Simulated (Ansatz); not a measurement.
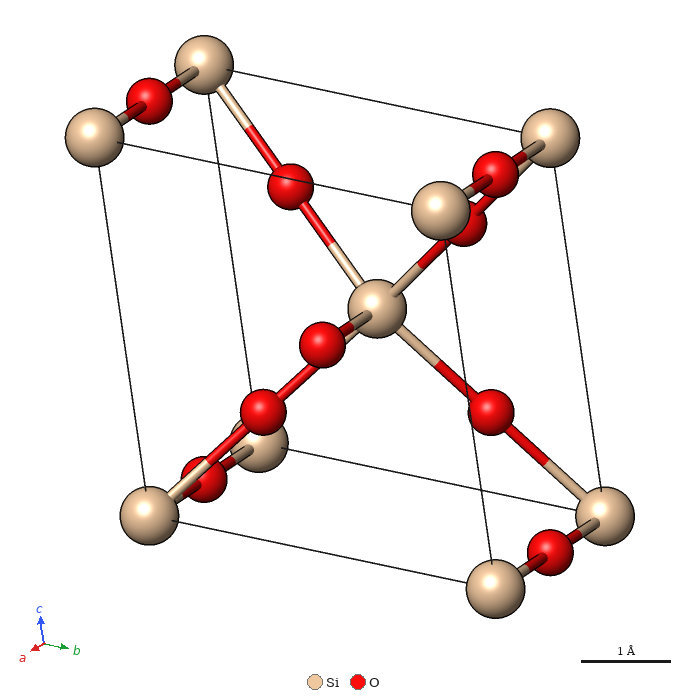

Shown here is a ball-and-stick view of the crystal, taken slightly off an axis. The lines enclose the cell (the run's own, in a reduced setting); boundary atoms appear with their images.

```xyz
8
Lattice="0.0000 0.0000 3.5362 -3.4100 3.4100 1.7681 -3.4100 -3.4100 1.7681" Properties=species:S:1:pos:R:3 pbc="T T T"
Si   -6.8201    0.0000    3.5362
Si   -3.4100    0.0000    2.6521
O    -3.4100   -3.4100    3.5362
O    -1.7050    0.0000    3.0941
O    -5.1151    0.0000    3.0941
O    -3.4100    1.7050    2.2101
O    -3.4100   -1.7050    2.2101
O    -3.4100    0.0000    4.4202
```

Level of theory and settings: DFT PBE, scalar-relativistic, plane waves, PAW in Ansatz, a 420 eV plane-wave basis, k-points about 0.17 Å⁻¹ apart, Gaussian smearing of 0.1 eV, collinear spins. The state is ferromagnetic.

Question: How are the electrons shared out in a Bader analysis?

Answer: Si +3.31 e; O -1.15 to -1.02 e.

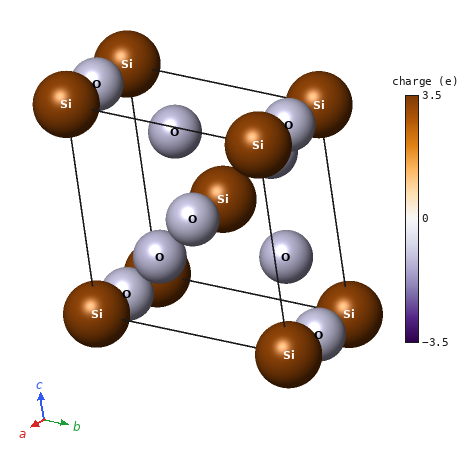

The atoms coloured by those charges.

The structure comes from a structure type filled with these elements by a generator (whether the compound takes this form wasn't checked). Earlier steps of the study may have refined or changed the cell and positions. It was run through Ansatz as a DFT input.
